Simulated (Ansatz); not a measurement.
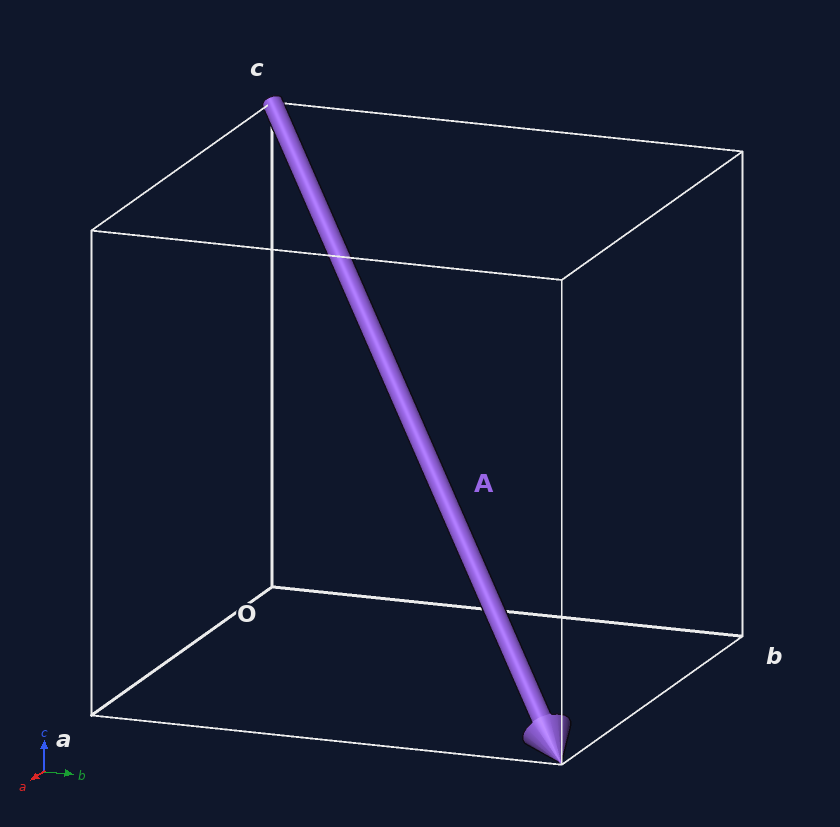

For Cu, the input geometry of an electronic-structure calculation (not necessarily at equilibrium): the arrow starts at a corner of the unit cell and ends on its surface; where a tip isn't a corner, dashed lines run from it parallel to the axes. All values are computed from the atomic coordinates in the standard setting (tolerance 0.002 Å).

a = 3.519 Å, b = 3.519 Å, c = 3.519 Å, α = 90.00°, β = 90.00°, γ = 90.00°.

Question: Give [uvw] of the arrow.

Answer: Arrow A runs from (0, 0, 1) to (1, 1, 0), so [1 1 −1].

Question: How long is the vector ua + vb + wc?

Answer: 6.094 Å.

Question: In No. 225, Fm-3m, how many directions are equivalent to A (Laue class m-3m, both senses counted)?

Answer: 8.
